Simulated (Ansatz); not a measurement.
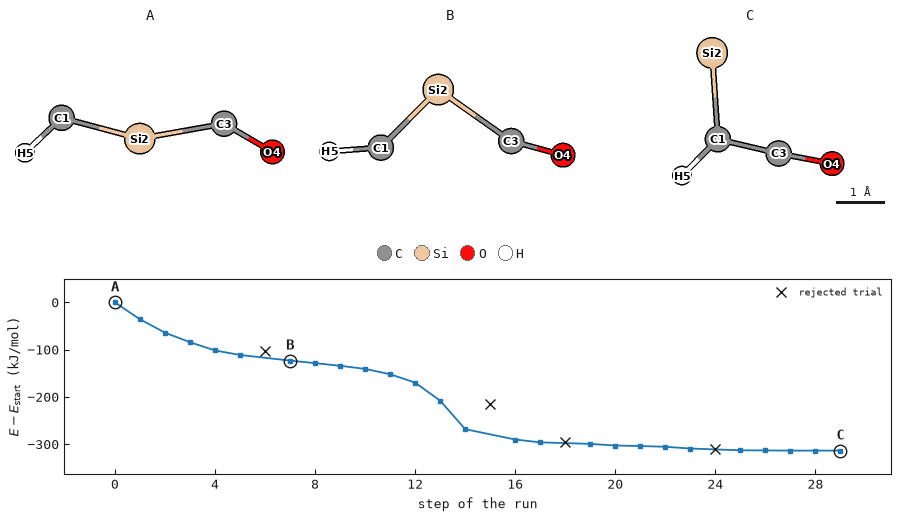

Frames of a relaxation of C2HOSi (multiplicity 2), marked on the history of the run. Style: ball-and-stick. Shown face on.

All numbers below come from UKS PBE0-D4/def2-TZVP (Ansatz). Set-up: force threshold 0.005 eV/Å; at most 200 steps.

Q: Describe the path.

A: After 25 accepted moves (29 points after the start) the energy has fallen by 313.4 kJ/mol. The largest force component goes from 2.3 to 0.0013 eV/Å. The line search rejected the trial steps at points 6, 15, 18, 24 of the run. Si2 moves most after the best rigid fit: 1.90 Å. Largest moves by element: Si 1.90 Å, H 1.30 Å, C 1.27 Å, O 0.89 Å. Near-neighbour distances that change, for instance: C1–C3 3.452 → 1.324 Å, Si2–C3 1.824 → 2.548 Å, C1–Si2 1.713 → 1.829 Å, C3–O4 1.184 → 1.154 Å. New bonds form, among them: C1–C3 (3.45 → 1.32 Å). Bonds break, among them: Si2–C3 (1.82 → 2.55 Å). Bond angles that change, for instance: Si2–C1–H5 121.6° → 131.5°. Cost: 100 s on 2 threads of Intel Xeon 6975P-C (shared host). From step 0 to 7: Si2 moves most (1.04 Å), energy −123.0 kJ/mol. From step 7 to 29: H5 moves most (1.14 Å), energy −190.4 kJ/mol.
